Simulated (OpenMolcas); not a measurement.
# C2H6Si (SMILES CC[SiH]) at 6 levels

We compute a comparison of 6 runs (B3LYP/6-31G*, M06-2X/cc-pVDZ, M06-L/cc-pVDZ, SVWN5/cc-pVDZ, TPSS/cc-pVDZ, revPBE/cc-pVDZ) of C2H6Si. 

The results are computed with OpenMolcas 26.06.

## Step 1: The molecule

C2H6Si: 9 atoms, total charge 0, spin state singlet. As SMILES, `CC[SiH]`. The C2–Si3 distance was set to 2.458 Å, away from the relaxed value.

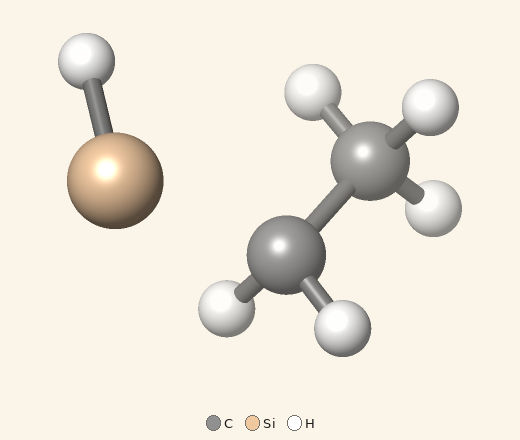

The structure, seen from a chosen angle (carbon grey, silicon light orange, hydrogen white).

## Step 2: A single-point energy at B3LYP/6-31G(d) (Cartesian functions) (run 1)

File mol.xyz:

```xyz
9

C     -0.909087     0.434075    -1.029946
C      0.107913    -0.625325    -0.626146
Si     1.475100    -0.358700     1.398700
H     -1.524387     0.111575    -1.874946
H     -0.413487     1.361475    -1.327746
H     -1.573887     0.674775    -0.197746
H      0.735513    -0.926325    -1.471546
H     -0.418487    -1.559225    -0.333846
H      0.401100     0.410600     2.175300
```

File job.input:

```
>>> EXPORT MOLCAS_PRINT=2
&GATEWAY
BasLib
$CurrDir
Coord
mol.xyz
Basis
6-31Gs
Group
NoSym
&SEWARD
GridInput
Grid=UltraFine
End of Grid
&SCF
KSDFT
B3LYP
Thresholds
1e-10 1e-07 1e-07 1e-05
PrOrbitals
1 1
```

The basis set 6-31G* is read from a file made from the Basis Set Exchange's data (not shown).

Command:

```
$ export MOLCAS_MEM=1860
$ pymolcas job.input > job.log
```

The program printed:

```text
--- Start Module: gateway ---
[...]
--- Stop Module: gateway /rc=_RC_ALL_IS_WELL_ ---
--- Start Module: seward ---
[...]
      Basis functions           61
--- Stop Module: seward /rc=_RC_ALL_IS_WELL_ ---
[...]
--- Start Module: scf ---
[...]
       Convergence after  14 Iterations
[...]
::    Total KS-DFT energy                            -369.2131255338
[...]
      Total spin, S                                     0.0000000000
[...]
      Total electronic charge=   32.000000
      Total            charge=   -0.000000
[...]
      Dipole Moment (debye):
      Origin of the operator (angstrom)=    0.4970   -0.2112    0.2793
                   X= -3.2359E-01               Y=  9.8684E-02               Z=  7.1537E-02           Total=  3.4578E-01
      Quadrupole Moment (debye*angstrom):
[...]
--- Stop Module: scf /rc=_RC_ALL_IS_WELL_ ---
[...]
```

Wall time 18 s (1 thread of Arm Neoverse V1, shared host); peak memory 0.4 GiB.

## Step 3: The energy at M06-2X/cc-pVDZ (run 2)

File geom.xyz:

```xyz
9

C     -0.909087     0.434075    -1.029946
C      0.107913    -0.625325    -0.626146
Si     1.475100    -0.358700     1.398700
H     -1.524387     0.111575    -1.874946
H     -0.413487     1.361475    -1.327746
H     -1.573887     0.674775    -0.197746
H      0.735513    -0.926325    -1.471546
H     -0.418487    -1.559225    -0.333846
H      0.401100     0.410600     2.175300
```

File mol.input:

```
* C2H6Si Kohn-Sham DFT

&gateway
  baslib
  $CurrDir
  coord
  geom.xyz
  basis
  cc-pVDZ
  group
  NoSym

&seward
  gridinput
  Grid=UltraFine
  End of Grid

&scf
  ksdft
  M062X
  thresholds
  1e-10 1e-07 1e-07 1e-05
  prorbitals
  1 1
```

The basis set cc-pVDZ is read from a file made from the Basis Set Exchange's data (not shown).

Command:

```
$ export MOLCAS_MEM=1860
$ pymolcas mol.input > mol.log
```

The program printed:

```text
--- Start Module: gateway ---
[...]
--- Stop Module: gateway /rc=_RC_ALL_IS_WELL_ ---
--- Start Module: seward ---
[...]
      Basis functions           76
--- Stop Module: seward /rc=_RC_ALL_IS_WELL_ ---
[...]
--- Start Module: scf ---
[...]
       Convergence after  15 Iterations
[...]
::    Total KS-DFT energy                            -369.1347973228
[...]
      Total spin, S                                     0.0000000000
[...]
      Total electronic charge=   32.000000
      Total            charge=   -0.000000
[...]
      Dipole Moment (debye):
      Origin of the operator (angstrom)=    0.4970   -0.2112    0.2793
                   X=  2.4939E-03               Y=  6.5575E-02               Z=  3.2247E-01           Total=  3.2908E-01
      Quadrupole Moment (debye*angstrom):
[...]
--- Stop Module: scf /rc=_RC_ALL_IS_WELL_ ---
[...]
```

Run time: 41 s. Hardware: 1 thread of Arm Neoverse V1, shared host; peak memory 0.43 GiB.

Runs 3 to 4 aren't shown in full; the table further down has their settings and results.

## Step 4: A single-point energy at TPSS/cc-pVDZ (run 5)

File calc.inp:

```
>>> EXPORT MOLCAS_PRINT=2
&GATEWAY
BasLib=$CurrDir
Coord
9
angstrom
C       -0.909087       0.434075      -1.029946
C        0.107913      -0.625325      -0.626146
Si       1.475100      -0.358700       1.398700
H       -1.524387       0.111575      -1.874946
H       -0.413487       1.361475      -1.327746
H       -1.573887       0.674775      -0.197746
H        0.735513      -0.926325      -1.471546
H       -0.418487      -1.559225      -0.333846
H        0.401100       0.410600       2.175300
Basis=cc-pVDZ
Group=NoSym
&SEWARD
GridInput
Grid=UltraFine
End of Grid
&SCF
KSDFT=2
1.0 MGGA_X_TPSS
1.0 MGGA_C_TPSS
Thresholds=1e-10 1e-07 1e-07 1e-05
PrOrbitals=1 1
```

The basis set cc-pVDZ is read from a file made from the Basis Set Exchange's data (not shown).

Command:

```
$ export MOLCAS_MEM=1860
$ pymolcas calc.inp > calc.log
```

The program printed:

```text
--- Start Module: gateway ---
[...]
--- Stop Module: gateway /rc=_RC_ALL_IS_WELL_ ---
--- Start Module: seward ---
[...]
      Basis functions           76
--- Stop Module: seward /rc=_RC_ALL_IS_WELL_ ---
[...]
--- Start Module: scf ---
[...]
       Convergence after  16 Iterations
[...]
::    Total KS-DFT energy                            -369.2474813435
[...]
      Total spin, S                                     0.0000000000
[...]
      Total electronic charge=   32.000000
      Total            charge=   -0.000000
[...]
      Dipole Moment (debye):
      Origin of the operator (angstrom)=    0.4970   -0.2112    0.2793
                   X= -2.6057E-01               Y=  9.7423E-02               Z=  6.3820E-02           Total=  2.8541E-01
      Quadrupole Moment (debye*angstrom):
[...]
--- Stop Module: scf /rc=_RC_ALL_IS_WELL_ ---
[...]
```

Run time: 46 s. Hardware: 1 thread of Arm Neoverse V1, shared host; peak memory 0.43 GiB.

## Step 5: A single-point energy at revPBE/cc-pVDZ (run 6)

File calc.inp:

```
* C2H6Si Kohn-Sham DFT
>>> EXPORT MOLCAS_PRINT=2

&gateway
 baslib = $CurrDir
 coord
 9
 bohr
 C     -1.71792545     0.82028287    -1.94631586
 C      0.20392602    -1.18169299    -1.18324445
 Si     2.78753501    -0.67784476     2.64315993
 H     -2.88067394     0.21084619    -3.54313444
 H     -0.78137719     2.57281488    -2.50907630
 H     -2.97421538     1.27513995    -0.37368578
 H      1.38991813    -1.75050055    -2.78081892
 H     -0.79082582    -2.94650822    -0.63087751
 H      0.75796915     0.77592155     4.11072124
 basis = cc-pVDZ
 group = NoSym

&seward
 gridinput
 Grid=UltraFine
 End of Grid

&scf
 ksdft = revPBE
 thresholds = 1e-10 1e-07 1e-07 1e-05
 prorbitals = 1 1
```

The basis set cc-pVDZ is read from a file made from the Basis Set Exchange's data (not shown).

Command:

```
$ export MOLCAS_MEM=1860
$ pymolcas calc.inp > calc.log
```

The program printed:

```text
--- Start Module: gateway ---
[...]
--- Stop Module: gateway /rc=_RC_ALL_IS_WELL_ ---
--- Start Module: seward ---
[...]
      Basis functions           76
--- Stop Module: seward /rc=_RC_ALL_IS_WELL_ ---
[...]
--- Start Module: scf ---
[...]
       Convergence after  17 Iterations
[...]
::    Total KS-DFT energy                            -369.1262834797
[...]
      Total spin, S                                     0.0000000000
[...]
      Total electronic charge=   32.000000
      Total            charge=   -0.000000
[...]
      Dipole Moment (debye):
      Origin of the operator (angstrom)=    0.4970   -0.2112    0.2793
                   X= -2.6193E-01               Y=  8.8922E-02               Z=  5.7075E-02           Total=  2.8244E-01
      Quadrupole Moment (debye*angstrom):
[...]
--- Stop Module: scf /rc=_RC_ALL_IS_WELL_ ---
[...]
```

Wall time 31 s (1 thread of Arm Neoverse V1, shared host); peak memory 0.43 GiB.

## Step 6: All runs side by side

```csv
run,level,Cartesian functions,energy (Eh),dipole moment (D),HOMO energy (eV),LUMO energy (eV),wall time
1,B3LYP/6-31G* (Cartesian functions),yes,-369.213126,0.35,-5.88,-3.07,18 s
2,M06-2X/cc-pVDZ,no,-369.134797,0.33,-7.05,-2.05,41 s
3,M06-L/cc-pVDZ,no,-369.188515,0.32,-5.36,-3.52,38 s
4,SVWN5/cc-pVDZ,no,-367.264410,0.33,-5.26,-3.98,19 s
5,TPSS/cc-pVDZ,no,-369.247481,0.29,-5.29,-3.73,46 s
6,revPBE/cc-pVDZ,no,-369.126283,0.28,-5.17,-3.75,31 s
```

## Step 7: Summary of results

| quantity | value |
| --- | --- |
| run 6: total energy | -369.12628 Eh |
| run 6: dipole moment | 0.28 D |
| run 6: HOMO energy | -5.17 eV |
| run 6: LUMO energy | -3.75 eV |
| run 6: HOMO–LUMO gap | 1.41 eV |

What this shows: The dipole moment (its size) runs from 0.28 D (revPBE/cc-pVDZ) to 0.35 D (B3LYP/6-31G*). The two ends differ in method and basis. The HOMO–LUMO gap runs from 1.28 eV (SVWN5/cc-pVDZ) to 4.99 eV (M06-2X/cc-pVDZ). Totals of different functionals can't be ranked against each other. All runs together took 3.2 min, the longest 46 s.
